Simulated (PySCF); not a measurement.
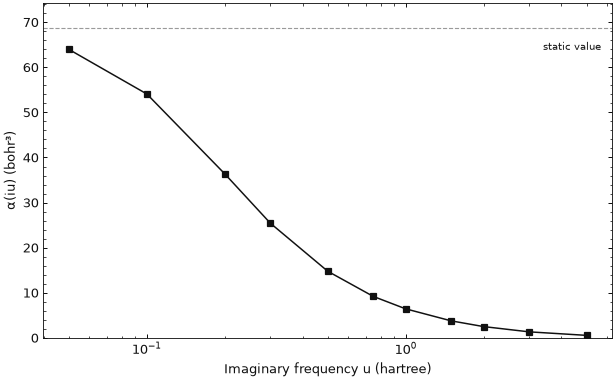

Dipole polarisability at imaginary frequency of the Re atom ([Xe] 4f¹⁴ 5d⁵ 6s²). Coupled response at the PBE0 level; PySCF, aug-cc-pVQZ-PP with a 60-electron core potential, unrestricted single determinants, no spin-orbit coupling.

Give the static polarisability, its fall-off and C₆.

The static dipole polarisability is 68.8 bohr³ (the recommended value is 62.0); α(iu) falls to half of it near u = 0.22 hartree. The Casimir–Polder integral gives C₆ = 806 hartree bohr⁶ for two such species.
